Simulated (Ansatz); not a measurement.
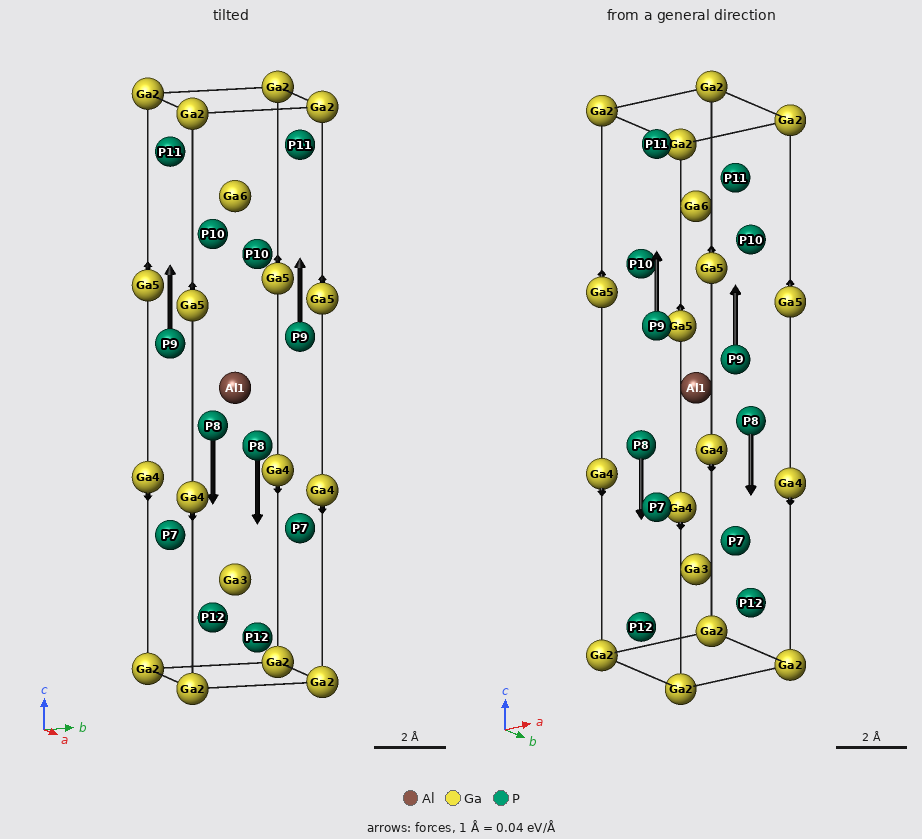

Spheres-only drawing of the structure, looking slightly off an axis and from a general direction. Lines trace the edges of the simulation cell. The arrows are the computed forces on the atoms.

System: AlGa5P6. Level of theory and settings: Ansatz, DFT r2SCAN, scalar-relativistic, plane waves, PAW, a basis cut at 500 eV, an 8×8×2 k-point grid, Gaussian smearing of 0.02 eV, no spin polarisation.

### Do the forces show a relaxed structure?

No. The atoms still feel forces of up to about 0.075 eV/Å, above a usual threshold of 0.01 to 0.03 eV/Å.

### On which atom is the force largest?

P8 and P9, about 0.075 eV/Å.

Its origin is a structure type filled with these elements by a generator (whether the compound takes this form wasn't checked). Earlier steps of the study, as a rule a relaxation of our own, may have changed the cell and positions, so they can lie some per cent off the listed ones. A calculation with Ansatz used it as input.
